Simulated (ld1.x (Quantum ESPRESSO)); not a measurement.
# Pseudopotential generation: Se (part 2 of 2)

Continued. System: selenium (Se, Z = 34), core [Ar] 3d10, reference valence 4s2 4p3 (an ion of charge +1), valence charge 6. Method: TM potential, PBEsol, scalar-relativistic, made with ld1.x (Quantum ESPRESSO) 7.5.

**Output of the test run (extracts), continued**
```
     ---------------------- Testing the pseudopotential ----------------------

     Se
     scalar relativistic calculation

     atomic number is 34.00   valence charge is  6.00
     dft =PBESOL   lsd =0 sic =0 latt =0  beta=0.20 tr2=1.0E-14
     mesh =1211 r(mesh) =  99.34906 xmin = -7.00 dx = 0.01250

     n l     nl             e AE (Ry)        e PS (Ry)    De AE-PS (Ry)
     1 0     4S   1( 1.00)       -2.03801       -2.03603       -0.00198
     2 1     4P   1( 4.00)       -1.18343       -1.18294       -0.00048

     eps = 2.3E-12  iter =201

     Etot =   -4854.960559 Ry,   -2427.480279 Ha,  -66055.103489 eV
     Etotps =   -16.996693 Ry,      -8.498347 Ha,    -231.251793 eV
     dEtot_ae =       0.848387 Ry
     dEtot_ps =       0.847787 Ry,   Delta E=       0.000600 Ry

     Ekin =       6.168258 Ry,       3.084129 Ha,      83.923419 eV
     Encl =     -35.396498 Ry,     -17.698249 Ha,    -481.593894 eV
     Ehrt =      11.168331 Ry,       5.584165 Ha,     151.952883 eV
     Ecxc =      -3.136080 Ry,      -1.568040 Ha,     -42.668547 eV
     Epseu=       4.199297 Ry,       2.099648 Ha,      57.134345 eV

     ---------------------- End of pseudopotential test ----------------------

     ---------------------- Testing the pseudopotential ----------------------

     Se
     scalar relativistic calculation

     atomic number is 34.00   valence charge is  6.00
     dft =PBESOL   lsd =0 sic =0 latt =0  beta=0.20 tr2=1.0E-14
     mesh =1211 r(mesh) =  99.34906 xmin = -7.00 dx = 0.01250

     n l     nl             e AE (Ry)        e PS (Ry)    De AE-PS (Ry)
     1 0     4S   1( 2.00)       -1.61014       -1.61000       -0.00014
     2 1     4P   1( 3.50)       -0.79343       -0.79326       -0.00017

     eps = 1.1E-15  iter = 44

     Etot =   -4856.289578 Ry,   -2428.144789 Ha,  -66073.185709 eV
     Etotps =   -18.325136 Ry,      -9.162568 Ha,    -249.326172 eV
     dEtot_ae =      -0.480631 Ry
     dEtot_ps =      -0.480655 Ry,   Delta E=       0.000024 Ry

     Ekin =       5.960202 Ry,       2.980101 Ha,      81.092678 eV
     Encl =     -39.040425 Ry,     -19.520213 Ha,    -531.172048 eV
     Ehrt =      13.381325 Ry,       6.690663 Ha,     182.062205 eV
     Ecxc =      -3.506594 Ry,      -1.753297 Ha,     -47.709636 eV
     Epseu=       4.880356 Ry,       2.440178 Ha,      66.400629 eV

     ---------------------- End of pseudopotential test ----------------------
```

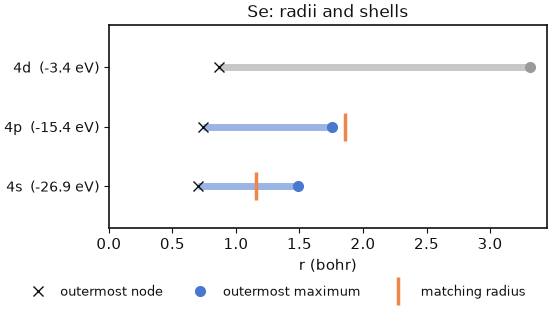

**Figure 2.** Outer shells of the all-electron reference atom: each bar runs from the outermost node (or the nucleus) to the outermost maximum of u(r); the tick is the radius chosen for the pseudo-wave. Shells without a tick have no pseudo-wave of their own. Levels, nodes and maxima are from ld1.x, scalar-relativistic.

- Radii against the shells: 4s: 1.16 bohr, between node and maximum; 4p: 1.86 bohr, outside the maximum.

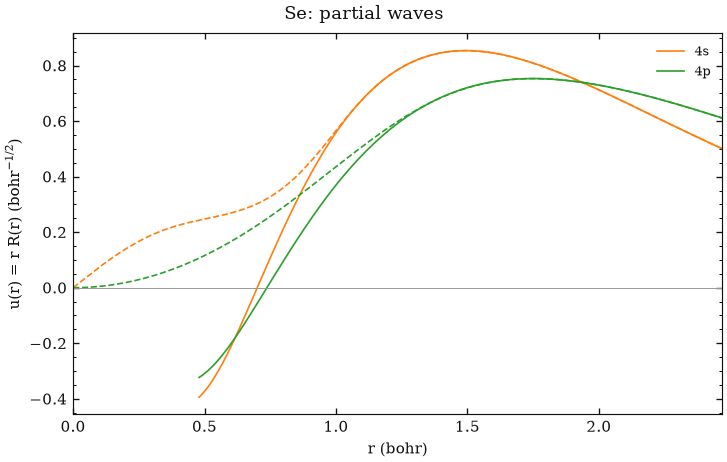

**Figure 3.** Pseudo-waves (dashed) against the all-electron radial functions (solid). The innermost oscillations of some all-electron curves aren't drawn. Reference configuration 4s2 4p3.

- Matching radii: 4s at 1.16 bohr; 4p at 1.86 bohr. The curves merge smoothly, so the plot gives these only roughly.
- Nodes of the pseudo-waves: 4s has no node; 4p has no node.
- Cutoffs needed: 90 Ry (loose) and 180 Ry (tight), as the cutoffs, on a coarse ladder, from which the occupation-weighted sum of valence levels, in a spherical-Bessel basis at the reference potential, stays within 10 and 1 mRy of its value at 400 Ry. The potential isn't sound: its ghost test gives ghost state below the valence levels: s at -46.3 eV.

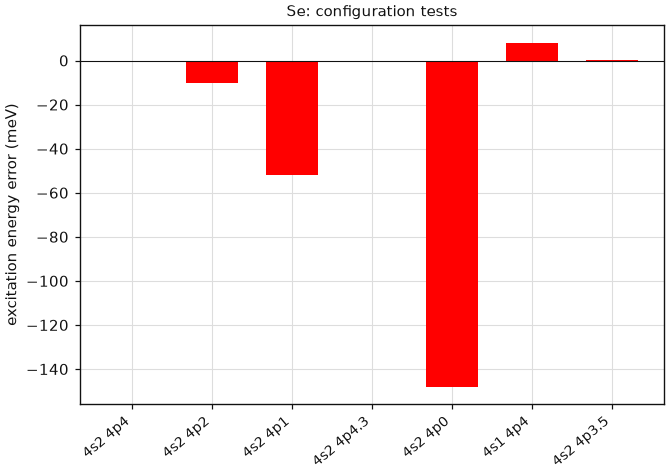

**Figure 4.** Errors, all-electron minus pseudo, of the energies of valence configurations relative to the unpolarised reference 4s2 4p3.

- Worst configuration: 4s2 4p0 (charge +4): the error is -148 meV on an all-electron energy of +93.48 eV relative to the reference, or 0.16 %.
- Errors in meV: 4s2 4p4: -0.2; 4s2 4p2: -10; 4s2 4p1: -52; 4s2 4p4.3: -0.4; 4s2 4p0: -148; 4s1 4p4: +8.2; 4s2 4p3.5: +0.3.
- Configurations within 10 meV and within 50 meV: 4 and 5 of 7.

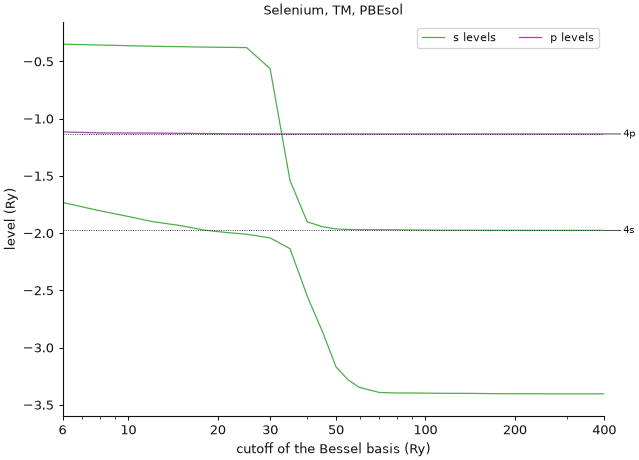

**Figure 5.** The pseudo-atom Hamiltonian at the reference potential is diagonalised in spherical Bessel functions (20 bohr box) up to the cutoff. Curves: the lowest levels of each channel that holds a bound state. Dotted lines: the all-electron valence levels.

- Ghost states: ghost state below the valence levels: s at -46.3 eV. A ghost is a state of the pseudo-atom that lies below a valence level of its channel, or is bound in a channel without one, and matches no all-electron valence level; bound levels above the valence ones can be real empty states. In Ry: s -3.40.
- All-electron valence levels: 4s: -1.98 Ry; 4p: -1.13 Ry.
- Onset of the ghost: the lowest s curve lies clearly below the lowest valence level of its channel from about 35 Ry on and ends at -3.40 Ry.

**Input**
```
 &input
   title='Se', zed=34., rel=1, dft='PBESOL', iswitch=3,
   config='[Ar] 3d10 4s2 4p3 4d-2',
   nld=3, rlderiv=2.05, eminld=-4.0, emaxld=5.0, deld=0.02
 /
 &inputp
   pseudotype=2, tm=.true., lloc=-1, rcloc=1.16,
   nlcc=.false.,
   file_pseudopw='Se.UPF', file_wfcaegen='ae.wfc', file_wfcncgen='nc.wfc', file_beta='beta', file_chi='chi'
 /
3
4S  1  0   2.00   0.00  1.16  1.16  0.0
4P  2  1   3.00   0.00  1.86  1.86  0.0
4D  3  2  -2.00   0.10  1.90  1.90  0.0
 &test
   configts(1)='4s2 4p3'
 /
```

**Input of the test run**
```
 &input
   title='Se', zed=34., rel=1, dft='PBESOL', iswitch=2,
   config='[Ar] 3d10 4s2 4p3 4d-2'
 /
 &test
   file_pseudo='Se.UPF', nconf=8,
   configts(1)='4s2 4p3',
   configts(2)='4s2 4p4',
   configts(3)='4s2 4p2',
   configts(4)='4s2 4p1',
   configts(5)='4s2 4p4.3',
   configts(6)='4s2 4p0',
   configts(7)='4s1 4p4',
   configts(8)='4s2 4p3.5'
 /
```

Command:
```bash
ld1.x < Se.in > Se.out
```

**Key numbers**

- outcome: generated, with a ghost state
- cutoffs needed: 90 Ry and 180 Ry (the cutoffs, on a coarse ladder, from which the occupation-weighted sum of valence levels, in a spherical-Bessel basis at the reference potential, stays within 10 and 1 mRy of its value at 400 Ry); ghost states and empty shells don't enter this sum
- ghost test: ghost state below the valence levels: s at -46.3 eV (spherical-Bessel basis up to 400 Ry, 20 bohr box)
- largest excitation error: -148 meV (all-electron minus pseudo) for 4s2 4p0, out of 7 test configurations
- range over which the phases arctan(r u′/u) at the test radius agree within 0.05 rad (a looser test near the poles than one of phase shifts): s: between about -2.8 and 3.4 Ry; p: up to about 2.2 Ry; d: up to about 2.3 Ry
- hardware: 1 CPU thread, shared host
- wall time: 2.8 s

**Remarks**

The potential has a bound ghost state, so it can't be used as it stands. The scattering phases part by more than π/2 and stay apart in p from about 4.0 Ry: a level there is either far displaced or one that only the pseudo-atom has. Warnings of the program, in the generation or the tests: convergence not achieved.
